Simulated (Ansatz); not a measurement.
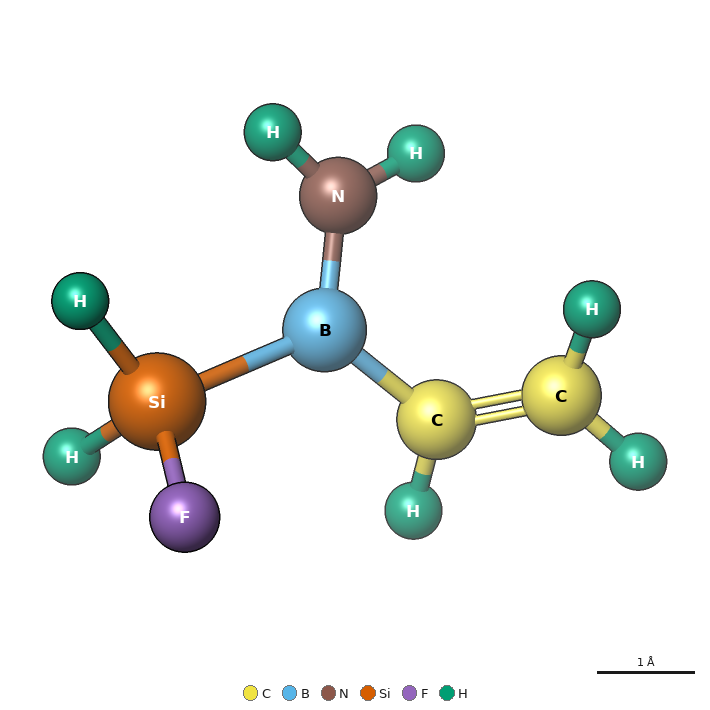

Distant atoms are faded towards the background colour. The computed structure is the end point of a PBE0-D4/def2-TZVP optimisation. No frequency run is at hand to confirm it as a minimum. Masses are those of the most abundant isotopes; constants are for the rigid equilibrium geometry.

**Classify the rotor and give the rotational constants (GHz).**

An asymmetric top (C1): A = 4.26, B = 1.63, C = 1.27 GHz. Ray's parameter κ is −0.76, nearer the prolate limit.
